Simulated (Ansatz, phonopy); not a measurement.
# Quasi-harmonic thermodynamics of MgS (Niningerite, Fm-3m), part 4 of 4

How much does MgS (Niningerite) expand with temperature?

What experiment has found for this phase:
- heat capacity C_P per formula unit 45.6 J/mol/K near room temperature (given in “High-Throughput Prediction of Finite-Temperature Properties using the Quasi-Harmonic Approximation”, 2016, arXiv:1603.06924)

Ansatz 0.2.0; DFT LDA, scalar-relativistic, plane waves, PAW (the session's first sound run).

So far, isothermal bulk modulus at 298 K (GPa): step 5 (the quasi-harmonic study, functional LDA, q-mesh 2×2×2) 77.0; step 6 (the quasi-harmonic study, q-mesh 4×4×4, LDA) 76.8; step 8 (the quasi-harmonic study, q-mesh 4×4×4 (run 2), PBE) 67.0.

### Step 9. Side by side

Times are for 4 threads of Intel Xeon Platinum 8488C (Sapphire Rapids), shared host. Results by setting:

| no. | functional | cutoff (eV) | k-mesh | q-mesh | method | pressure (GPa) | volume expansion coefficient at 298 K (1e-6/K) | C_P at 298 K (J/mol-atom/K) | isothermal bulk modulus at 298 K (GPa) | time | memory (GiB) |
| --- | --- | --- | --- | --- | --- | --- | --- | --- | --- | --- | --- |
| 1 | lda | 487.2 | 8×8×8 | 2×2×2 | dfpt | 0 | 46.25 | 23.01 | 76.98 | 36 s | 0.60 |
| 2 | lda | 487.2 | 8×8×8 | 4×4×4 | dfpt | 0 | 47.36 | 23.04 | 76.85 | 3 min | 0.93 |
| 3 | pbe | 487.2 | 8×8×8 | 4×4×4 | dfpt | 0 | 56.24 | 23.49 | 66.97 | 4 min | 0.97 |

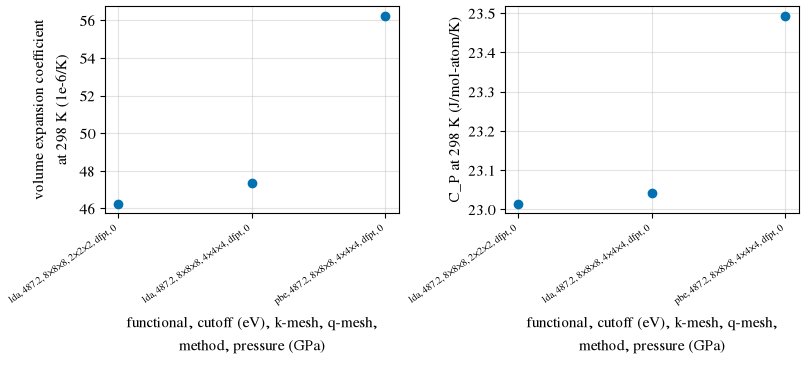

The series as plots.

The runs together, line volume. Expansion coefficient, volume against temperature; values in 1e-6/K:

| temperature (K) | lda, 487.2, 8×8×8, 2×2×2, dfpt, 0 | lda, 487.2, 8×8×8, 4×4×4, dfpt, 0 | pbe, 487.2, 8×8×8, 4×4×4, dfpt, 0 |
| --- | --- | --- | --- |
| 0 | 0 | 0 | 0 |
| 50 | 4.23 | 4.29 | 6.37 |
| 100 | 20.6 | 21.2 | 27.4 |
| 150 | 32.5 | 33.4 | 40.8 |
| 200 | 39.3 | 40.3 | 48.3 |
| 250 | 43.5 | 44.5 | 53.0 |
| 298 | 46.2 | 47.4 | 56.2 |
| 300 | 46.3 | 47.5 | 56.4 |
| 350 | 48.5 | 49.7 | 59.1 |
| 400 | 50.3 | 51.5 | 61.6 |
| 450 | 51.9 | 53.2 | 63.9 |
| 500 | 53.4 | 54.8 | 66.3 |
| 550 | 54.9 | 56.3 | 68.7 |
| 600 | 56.3 | 57.8 | 71.2 |
| 650 | 57.7 | 59.3 | 73.9 |
| 700 | 59.2 | 60.9 | 76.9 |
| 750 | 60.7 | 62.5 | 80.1 |
| 800 | 62.3 | 64.2 | 83.7 |

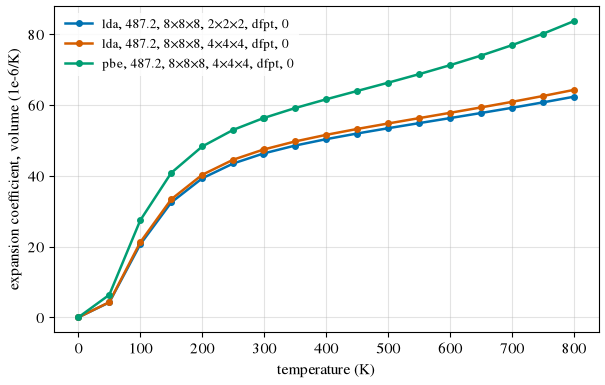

Expansion coefficient, volume against temperature.

The runs together, line C_P. Heat capacity, C_P against temperature; values in J/mol-atom/K:

| temperature (K) | lda, 487.2, 8×8×8, 2×2×2, dfpt, 0 | lda, 487.2, 8×8×8, 4×4×4, dfpt, 0 | pbe, 487.2, 8×8×8, 4×4×4, dfpt, 0 |
| --- | --- | --- | --- |
| 0 | 0 | 0 | 0 |
| 50 | 3.07 | 2.87 | 3.35 |
| 100 | 11.6 | 11.5 | 12.5 |
| 150 | 17.2 | 17.1 | 18.0 |
| 200 | 20.2 | 20.2 | 20.8 |
| 250 | 21.9 | 22.0 | 22.5 |
| 298 | 23.0 | 23.0 | 23.5 |
| 300 | 23.0 | 23.1 | 23.5 |
| 350 | 23.8 | 23.8 | 24.3 |
| 400 | 24.4 | 24.4 | 24.8 |
| 450 | 24.8 | 24.8 | 25.3 |
| 500 | 25.1 | 25.2 | 25.7 |
| 550 | 25.5 | 25.5 | 26.1 |
| 600 | 25.7 | 25.8 | 26.4 |
| 650 | 26.0 | 26.1 | 26.8 |
| 700 | 26.3 | 26.3 | 27.1 |
| 750 | 26.5 | 26.6 | 27.5 |
| 800 | 26.8 | 26.9 | 28.0 |

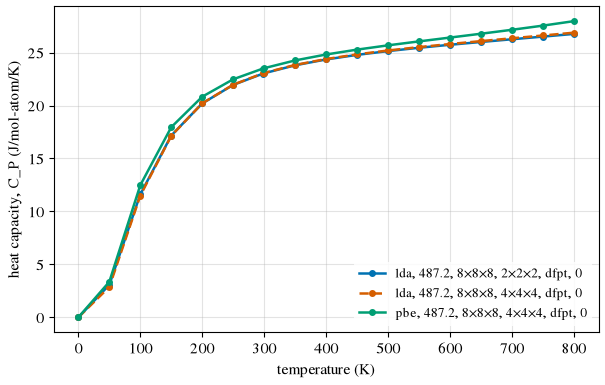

Heat capacity, C_P, plotted against temperature.

### Step 10. Quasi-harmonic fit by phonopy

This step: DFT PBE, scalar-relativistic, plane waves, PAW (phonopy 4.10.0).

This step gave:

```yaml
volume_expansion_coefficient_at_300_k: 56.22 1e-6/K
isothermal_bulk_modulus_at_300_k: 66.95 GPa
c_p_at_300_k: 23.58 J/mol-atom/K
grueneisen_parameter_at_300_k: 1.81
```

Energy (each curve on its own zero) against volume; values in meV/atom:

| volume (Å³/atom) | static | F at 0 K | F at 300 K | F at 800 K |
| --- | --- | --- | --- | --- |
| 17.883 | 0 | 2.33 | 5.08 | 12.6 |
| 18.153 | 0.94 | 2.2 | 3.77 | 8.01 |
| 18.481 | 4.41 | 4.39 | 4.46 | 4.58 |
| 18.787 | 9.77 | 8.57 | 7.17 | 3.32 |
| 19.098 | 17.1 | 14.8 | 11.8 | 3.73 |

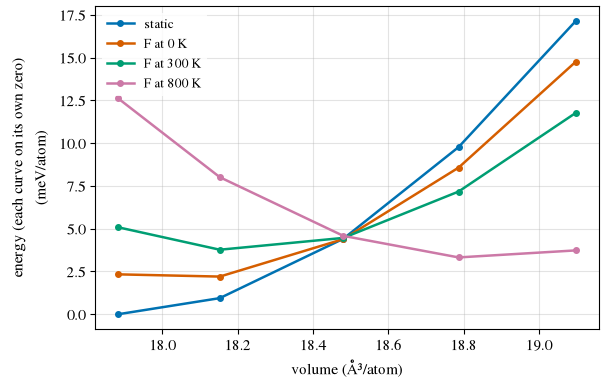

Energy (each curve on its own zero), plotted against volume.

Phonopy-qha, vinet fit of F(V) at each temperature. Qha vinet, by row:

| T (K) | fitted volume (Å³/atom) | alpha_V (1e-6/K) | B_T (GPa) | C_P (J/mol-atom/K) | Grueneisen |
| --- | --- | --- | --- | --- | --- |
| 100 | 18.05 | 25.96 | 71.41 | 11.97 | 1.623 |
| 150 | 18.09 | 39.83 | 70.45 | 17.85 | 1.72 |
| 200 | 18.13 | 47.8 | 69.35 | 20.86 | 1.767 |
| 250 | 18.17 | 52.72 | 68.18 | 22.54 | 1.792 |
| 300 | 18.22 | 56.22 | 66.95 | 23.58 | 1.81 |
| 350 | 18.27 | 59.04 | 65.68 | 24.31 | 1.826 |
| 400 | 18.33 | 61.55 | 64.35 | 24.86 | 1.842 |
| 450 | 18.39 | 63.92 | 62.98 | 25.32 | 1.858 |
| 500 | 18.45 | 66.29 | 61.56 | 25.71 | 1.875 |
| 550 | 18.51 | 68.72 | 60.09 | 26.09 | 1.893 |
| 600 | 18.57 | 71.27 | 58.57 | 26.44 | 1.912 |
| 650 | 18.64 | 73.99 | 57 | 26.8 | 1.932 |
| 700 | 18.71 | 76.93 | 55.37 | 27.17 | 1.954 |
| 750 | 18.79 | 80.15 | 53.69 | 27.56 | 1.977 |

Volume expansion coefficient against temperature; values in 1e-6/K:

| temperature (K) | phonopy-qha, Vinet | Ansatz's own study |
| --- | --- | --- |
| 100 | 26.0 | 27.4 |
| 150 | 39.8 | 40.8 |
| 200 | 47.8 | 48.3 |
| 250 | 52.7 | 53.0 |
| 300 | 56.2 | 56.4 |
| 350 | 59.0 | 59.1 |
| 400 | 61.5 | 61.6 |
| 450 | 63.9 | 63.9 |
| 500 | 66.3 | 66.3 |
| 550 | 68.7 | 68.7 |
| 600 | 71.3 | 71.2 |
| 650 | 74.0 | 73.9 |
| 700 | 76.9 | 76.9 |
| 750 | 80.2 | 80.1 |

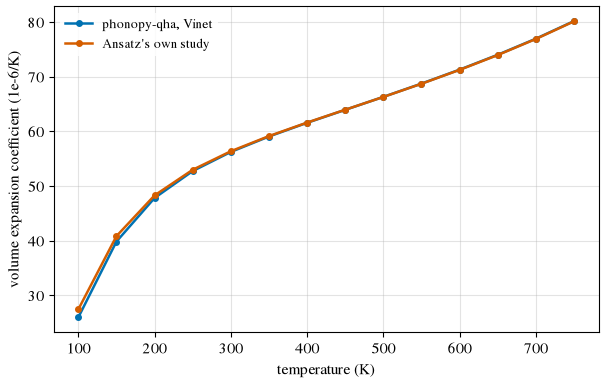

Volume expansion coefficient, plotted against temperature.

The fit gives a volume expansion of 56.2 × 10⁻⁶/K at 300 K, against 56.2 at 298 K from the study itself, whose static fit uses more cells.

### Step 11. Summary of results

```
settings of these figures                        : PBE, 487.2 eV, k 8×8×8, q 4×4×4
volume expansion coefficient at 298 K            : 56.24 1e-6/K
C_P at 298 K                                     : 23.49 J/mol-atom/K
entropy at 298 K                                 : 26.98 J/mol-atom/K
isothermal bulk modulus at 298 K                 : 66.97 GPa
Grüneisen parameter at 298 K                     : 1.812
volume at 298 K                                  : 18.22 Å³/atom
principal linear expansion coefficients at 298 K : 18.75, 18.75, 18.75 1e-6/K
```

What this shows: Near room temperature MgS (Niningerite) expands by 56.2 × 10⁻⁶/K in volume by PBE, with C_P = 23.5 J/(mol K) per mole of atoms and B_T = 67.0 GPa. Between 298.15 and 800 K the bulk modulus falls by 23 % and the Grüneisen parameter grows; in this range the quasi-harmonic approximation, which lacks anharmonicity at fixed volume, tends to overshoot. C_P at room temperature is 94 % of the classical 3R an atom; C_V is 91 %, and the rest is expansion work. A measured heat capacity per formula unit near room temperature is 45.6 J/mol/K (arXiv:1603.06924); the calculated 47.0 J/mol/K differs by +3 %. The levels of theory differ by up to 8.9 × 10⁻⁶/K in the volume expansion at 298 K.

[Logs are printed without paths, hosts, clocks, repeated set-up lines and the standing remarks that a program may print on its own settings, such as how far it seeks lower states.]

[Hosts, paths, dates, database ids (printed as entryN), source tags and the programs' standing remarks are cut or masked in the printed files.]

[A step with changed settings may run another functional than the one named; its input shows which.]

[Pressures of single members of a volume series are the stress at the run's cutoff; with an incomplete basis they can lie off −dE/dV of the same runs, and they are not shown converged.]
